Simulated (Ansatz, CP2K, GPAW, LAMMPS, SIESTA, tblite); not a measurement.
**Other levels on two particles of Al after sintering (141 atoms)**

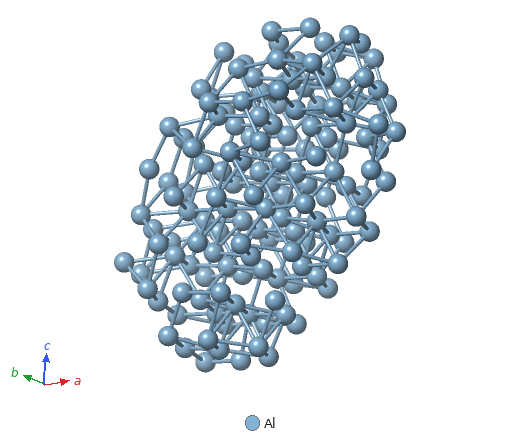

The cell (aluminium light blue).

The cell holds 141 atoms: 141 Al. Cell: a = 22.838 Å, b = 23.816 Å, c = 36.621 Å, α = 90.0°, β = 90.0°, γ = 90.0°. It derives from Al (fcc Al). 2 sphere(s) of radius 6.88, 6.19 Å cut from fcc Al (a = 4.05 Å), turned at random and set in contact, in vacuum; annealed 50 ps at 520 K with the Finnis-Sinclair Al potential (Mendelev, file Al_mm.eam.fs of the LAMMPS distribution), cooled to 300 K. Vacuum lies along a, b and c.

Geometry: as built.

The reference, a calculation:

* method: Kohn-Sham DFT, PBE, PAW, plane waves (Ansatz 0.2.0); cutoff 420 eV, Γ point, fermi-dirac smearing of 0.05 eV; PAW set soft_2
* r.m.s. force component: 0.4629 eV/Å
* longest force: 1.756 eV/Å
* SCF cycles: 9
* time: 69 s on 16 threads of Intel Xeon Platinum 8488C (Sapphire Rapids), shared host
* CPU time: 16 min

**Question.** The same geometry is run in other programs. How far does each lie from the reference, and what does it cost?
- CP2K PBE, DZVP-MOLOPT-SR, 350/50 Ry, diagonalisation (CP2K 2026.2; 2 threads)
- GPAW PBE, LCAO dzp, h 0.2 Å (GPAW 26.7.0; 2 MPI ranks)
- SIESTA PBE, TZP, shift 0.01 Ry, mesh 300 Ry (SIESTA 5.4.2; 4 MPI ranks)
- tblite GFN1-xTB (tblite 0.8.0; 1 thread)
- SIESTA PBE, DZP, shift 0.04 Ry, mesh 300 Ry (SIESTA 5.4.2; 4 MPI ranks)
- SIESTA PBE, DZP, shift 0.01 Ry, mesh 300 Ry (SIESTA 5.4.2; 4 MPI ranks)
- SIESTA PBE, DZ, shift 0.01 Ry, mesh 300 Ry (SIESTA 5.4.2; 2 MPI ranks)

Differences are against the plane-wave reference, forces as r.m.s. over components; share is that over the reference's r.m.s. force, slope the least-squares factor from reference forces to these. Total energies of different programs have different zeros and aren't compared.

```csv
run,"Δ force, r.m.s. (meV/Å)",share (%),slope,cores,CPU time,memory (GiB)
reference,-,-,-,16,16 min,20
"CP2K PBE, DZVP-MOLOPT-SR, 350/50 Ry, diagonalisation",16.7,3.60,0.983,2,38 min,24
"GPAW PBE, LCAO dzp, h 0.2 Å",52.9,11.4,1.058,2,43 min,9.6
"SIESTA PBE, TZP, shift 0.01 Ry, mesh 300 Ry",61.0,13.2,1.094,4,44 min,8.9
tblite GFN1-xTB,421,91.0,0.924,1,77 s,0.71
"SIESTA PBE, DZP, shift 0.04 Ry, mesh 300 Ry (coarse)",60.1,13.0,1.112,4,13 min,6.4
"SIESTA PBE, DZP, shift 0.01 Ry, mesh 300 Ry",65.1,14.1,1.096,4,28 min,8.1
"SIESTA PBE, DZ, shift 0.01 Ry, mesh 300 Ry (coarse)",271,58.6,1.386,2,14 min,4.7
```

Rows marked coarse were listed beforehand as settings not expected to be converged; some can still land near the reference.

CPU time is summed over cores on a shared host, where runs went side by side, so it is rough. Symmetry, cutoffs, thresholds, outputs and thread counts weren't matched or tuned between programs; memory under MPI is the largest rank's times the ranks.

The PBE runs in local orbitals, coarse settings apart, differ by 3.6 % (CP2K PBE, DZVP-MOLOPT-SR, 350/50 Ry, diagonalisation) to 14 % (SIESTA PBE, DZP, shift 0.01 Ry, mesh 300 Ry); basis, grid and potentials can all enter. Tight binding differs by 91 % (tblite GFN1-xTB); it is another model, with fitted parameters of its own, and the xTB methods hold dispersion. Runs with settings chosen to be coarse differ by 13 % (SIESTA PBE, DZP, shift 0.04 Ry, mesh 300 Ry) to 59 % (SIESTA PBE, DZ, shift 0.01 Ry, mesh 300 Ry), their programs' other errors included. One electronic-structure run takes under half the reference's CPU time: tblite GFN1-xTB, at 91 % in 77 s against 16 min, too far off to be of use. Periodic xTB results under one method name differ between programs and library versions. The electron count is odd in these runs, and they have no spin polarisation, so the unpaired electron is spread evenly over both spins. The electron count is odd and the run has no spin polarisation, so levels at the top are partly filled by construction.

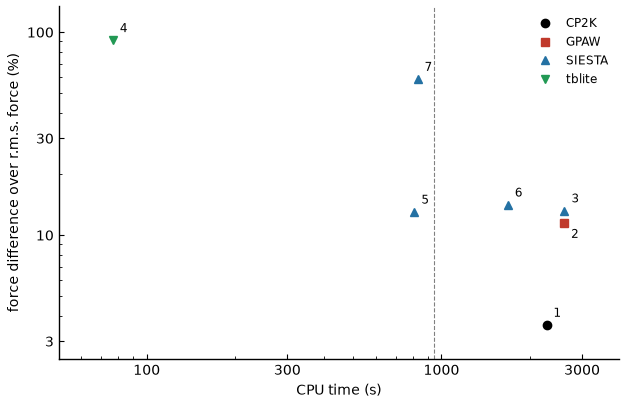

Force difference against CPU time; the dashed line marks the reference's time. Points: 1 CP2K PBE, DZVP-MOLOPT-SR, 350/50 Ry, diagonalisation; 2 GPAW PBE, LCAO dzp, h 0.2 Å; 3 SIESTA PBE, TZP, shift 0.01 Ry, mesh 300 Ry; 4 tblite GFN1-xTB; 5 SIESTA PBE, DZP, shift 0.04 Ry, mesh 300 Ry; 6 SIESTA PBE, DZP, shift 0.01 Ry, mesh 300 Ry; 7 SIESTA PBE, DZ, shift 0.01 Ry, mesh 300 Ry.

[Logs are printed without paths, hosts, clocks, repeated set-up lines and the standing remarks that a program may print on its own settings, such as how far it seeks lower states.]

[Hosts, paths, dates, database ids (printed as entryN), source tags and the programs' standing remarks are cut or masked in the printed files.]
